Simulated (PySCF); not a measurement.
## Two runs on C₆H₈

System: C₆H₈ (1,4-cyclohexadiene), SMILES C1=CCC=CC1.
Method of the first run: GIAO WP04/pcSseg-1 NMR shielding, non-relativistic, gas phase (PySCF 2.14.0).

The geometry comes from this level: PBE0-D3(BJ)/def2-SVP. Text and figures count atoms from 1; the logs count them from 0 in places.

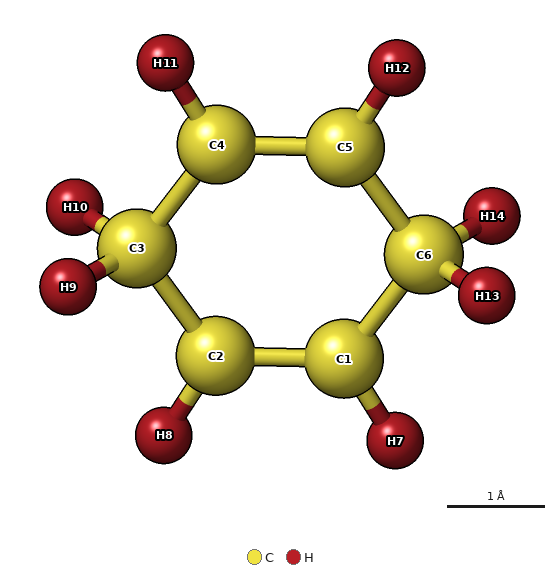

Figure 1. The input geometry (ball-and-stick view, seen at a tilt; atoms are numbered from 1 in the order of the input). Bond lengths as drawn: C–C 1.34 to 1.50 Å and C–H 1.09 to 1.11 Å.

**Input, the first run**
```
{"job": {"kind": "nmr", "xc": "WP04", "basis": "pcSseg-1", "pop": false}, "charge": 0, "multiplicity": 1}
C     -0.290801     1.382022     0.054390
C      0.956800     1.009931    -0.243573
C      1.394663    -0.419559    -0.329381
C      0.288910    -1.388312    -0.045120
C     -0.958995    -1.016128     0.252234
C     -1.398290     0.413177     0.332603
H     -0.536904     2.448075     0.100436
H      1.714626     1.776485    -0.436464
H      2.237873    -0.596523     0.366854
H      1.825411    -0.622154    -1.329467
H      0.535925    -2.454271    -0.087135
H     -1.715609    -1.782623     0.449637
H     -1.837018     0.617389     1.328768
H     -2.236012     0.588672    -0.370547
```

The first line tells a small driver script what to run in PySCF; the rest is the geometry in Å.

Launched with:
```bash
OMP_NUM_THREADS=1 python <driver script> task.json out
```

Hardware: 1 CPU thread, shared host.

**Output (the first run)**
```
coarse grid: 11480 points
cycle   1  E = -239.2158941555  dE =  6.125e-01  |g| = 5.956e-01  |ddm| = 3.525e+00
cycle   2  E = -239.1658346069  dE =  5.006e-02  |g| = 7.413e-01  |ddm| = 1.203e+00
cycle   3  E = -239.3147238373  dE = -1.489e-01  |g| = 5.222e-02  |ddm| = 7.497e-01
cycle   4  E = -239.3152967004  dE = -5.729e-04  |g| = 7.195e-03  |ddm| = 6.527e-02
cycle   5  E = -239.3153039979  dE = -7.297e-06  |g| = 4.542e-03  |ddm| = 9.562e-03
cycle   6  E = -239.3153088385  dE = -4.841e-06  |g| = 4.139e-04  |ddm| = 3.722e-03
final grid: 110224 points
cycle   7  E = -239.3716168300  dE = -4.545e-05  |g| = 7.231e-03  |ddm| = 3.549e-02
cycle   8  E = -239.3716084851  dE =  8.345e-06  |g| = 9.224e-03  |ddm| = 1.437e-02
cycle   9  E = -239.3716310766  dE = -2.259e-05  |g| = 4.020e-04  |ddm| = 8.347e-03
cycle  10  E = -239.3716310944  dE = -1.780e-08  |g| = 2.721e-04  |ddm| = 5.303e-04
cycle  11  E = -239.3716311113  dE = -1.690e-08  |g| = 9.355e-05  |ddm| = 2.686e-04
cycle  12  E = -239.3716311133  dE = -2.020e-09  |g| = 3.007e-05  |ddm| = 8.623e-05
cycle  13  E = -239.3716311135  dE = -2.264e-10  |g| = 5.732e-06  |ddm| = 2.638e-05
converged SCF energy = -239.3716311135

GIAO shielding tensors (ppm)
atom      isotropic    diamagn.    paramagn.     s11        s22        s33       span
  0 C       40.299     255.823    -215.524    -76.453     51.177    146.172    222.625
  1 C       40.283     255.827    -215.545    -76.484     51.169    146.162    222.646
  2 C      141.593     249.304    -107.711    120.790    150.445    153.544     32.755
  3 C       40.276     255.813    -215.537    -76.518     51.164    146.181    222.699
  4 C       40.263     255.811    -215.548    -76.526     51.133    146.181    222.707
  5 C      141.595     249.307    -107.711    120.778    150.463    153.545     32.766
  6 H       26.086      30.603      -4.517     24.408     25.590     28.260      3.852
  7 H       26.085      30.606      -4.522     24.408     25.588     28.258      3.850
  8 H       28.930      28.852       0.078     25.530     27.247     34.015      8.485
  9 H       28.932      28.865       0.067     25.543     27.241     34.012      8.469
 10 H       26.085      30.587      -4.502     24.409     25.585     28.260      3.852
 11 H       26.086      30.587      -4.502     24.410     25.586     28.261      3.850
 12 H       28.938      28.851       0.087     25.539     27.264     34.010      8.471
 13 H       28.928      28.864       0.064     25.539     27.225     34.019      8.481
```

The input of the second run differs as follows (lines with − go, lines with + come):
```diff
-"xc": "WP04"
+"xc": "BHandHLYP"
```

How does the second run compare with the first run?

The total energies belong to different methods, so their difference says nothing on which is more stable or more accurate. The HOMO goes from −7.78 to −7.59 eV. The LUMO goes from −1.69 to 1.58 eV. Of all shieldings, the largest change is that of C3 and C6, by +14.5 ppm. The functional changes from WP04 to BHandHLYP. Exact exchange removes part of the self-interaction error of semilocal functionals, which pushes filled and empty levels apart. The SCF takes 10 iterations against 13.

**Output (the second run)**
```
coarse grid: 11480 points
cycle   1  E = -233.1741541923  dE =  9.800e-01  |g| = 2.950e-01  |ddm| = 3.381e+00
cycle   2  E = -233.1943091711  dE = -2.015e-02  |g| = 1.821e-01  |ddm| = 5.173e-01
cycle   3  E = -233.2025984060  dE = -8.289e-03  |g| = 4.585e-02  |ddm| = 2.178e-01
cycle   4  E = -233.2031671322  dE = -5.687e-04  |g| = 3.819e-03  |ddm| = 5.039e-02
cycle   5  E = -233.2031707602  dE = -3.628e-06  |g| = 1.200e-03  |ddm| = 5.767e-03
final grid: 110224 points
cycle   6  E = -233.2367978214  dE = -1.389e-05  |g| = 3.232e-03  |ddm| = 1.325e-02
cycle   7  E = -233.2367985141  dE = -6.927e-07  |g| = 2.833e-03  |ddm| = 5.099e-03
cycle   8  E = -233.2368005281  dE = -2.014e-06  |g| = 8.945e-05  |ddm| = 2.369e-03
cycle   9  E = -233.2368005302  dE = -2.073e-09  |g| = 4.351e-05  |ddm| = 1.545e-04
cycle  10  E = -233.2368005305  dE = -3.347e-10  |g| = 1.983e-05  |ddm| = 4.843e-05
converged SCF energy = -233.2368005305

GIAO shielding tensors (ppm)
atom      isotropic    diamagn.    paramagn.     s11        s22        s33       span
  0 C       49.904     254.456    -204.552    -74.348     64.535    159.525    233.874
  1 C       49.887     254.462    -204.575    -74.376     64.531    159.507    233.883
  2 C      156.131     245.659     -89.528    135.569    163.695    169.129     33.559
  3 C       49.876     254.449    -204.573    -74.421     64.519    159.531    233.952
  4 C       49.867     254.451    -204.584    -74.423     64.495    159.529    233.953
  5 C      156.136     245.661     -89.525    135.561    163.715    169.133     33.571
  6 H       25.706      30.156      -4.450     23.701     25.221     28.196      4.495
  7 H       25.705      30.159      -4.454     23.702     25.219     28.193      4.491
  8 H       28.822      28.616       0.205     25.111     26.920     34.435      9.324
  9 H       28.823      28.624       0.199     25.122     26.915     34.432      9.310
 10 H       25.705      30.143      -4.438     23.702     25.216     28.196      4.493
 11 H       25.706      30.144      -4.438     23.704     25.217     28.196      4.491
 12 H       28.830      28.622       0.208     25.118     26.938     34.433      9.315
 13 H       28.818      28.618       0.200     25.121     26.897     34.436      9.316
```

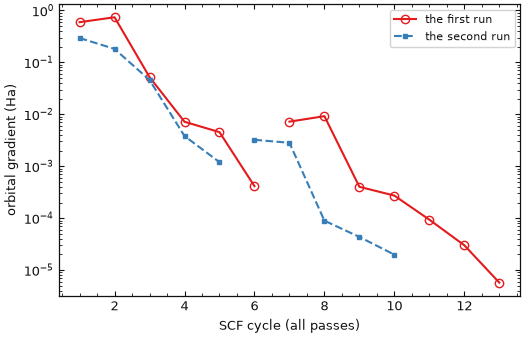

Figure 2. Convergence of the two runs: orbital gradient against the SCF cycle. A break in a curve parts two SCF passes (coarse and final grid). The first run takes 13 cycles in all, and the second run takes 10.

**The two runs side by side**

```csv
quantity,the first run,the second run
outcome,converged,converged
total energy (hartree),−239.371631,−233.236801
HOMO (eV),−7.78,−7.59
LUMO (eV),−1.69,1.58
dipole moment (D),0.00,0.00
shielding of C1 (ppm),40.3,49.9
shielding of C2 (ppm),40.3,49.9
shielding of C3 (ppm),141.6,156.1
shielding of C4 (ppm),40.3,49.9
shielding of C5 (ppm),40.3,49.9
shielding of C6 (ppm),141.6,156.1
shielding of H11 (ppm),26.1,25.7
SCF iterations,13,10
basis functions,142,142
wall time (shared host),12 s,10 s
```
